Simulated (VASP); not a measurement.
Band structure of TiCl₃ (space group P6_3/mcm). Method: PBEsol GGA, VASP's PBE PAW potentials (set 64) (plane waves; VASP).

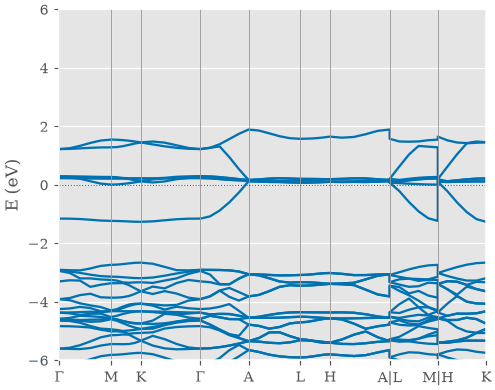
*Bands along high-symmetry lines, zero at the valence-band maximum or, without a gap, the Fermi level*

Read the plot: is there a gap, and where are the band edges?

It has no gap at this level: it comes out as a metal or semimetal.

The structure comes from a measured TiCl3 entry of the Crystallography Open Database, whose conditions weren't checked. The cell was not relaxed at this level.
